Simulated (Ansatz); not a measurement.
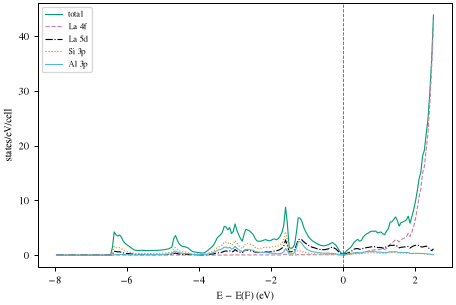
*Total and projected density of states of LaAlSi in space group I4_1md (No. 109; La on 4a, Al on 4a, Si on 4a), r²SCAN in the plane-wave PAW code Ansatz*

**Question.** Which orbitals carry the states next to the Fermi level?

**Answer.** Within 0.5 eV of the Fermi level: La 5d 52 %, Al 3p 17 %, Si 3p 11 %, La 4f 9 %. Projections are on Löwdin-orthogonalised atomic valence shells; empty p or d shells of many metals are not among them.

**Question.** Where is the tallest occupied peak in this window, and what makes it?

**Answer.** Near -1.6 eV, about 8.8 states/eV per cell; the largest projected share is Si 3p.

The workflow started from a Materials Project entry (that database holds measured and hypothetical structures alike); the Crystallography Open Database copy checked does not list it. With Al and Si taken as one species the cell has the higher symmetry I4_1/amd, so it may be an ordered model of a mixed-site phase. Its standing as an ambient phase is unchecked. The r²SCAN relaxation kept the symmetry of its start; whether a distortion lowers the energy is not shown. Scalar-relativistic: spin–orbit coupling is off unless named, which matters more the heavier the elements.

Potentials: the later of the program's two PAW sets.
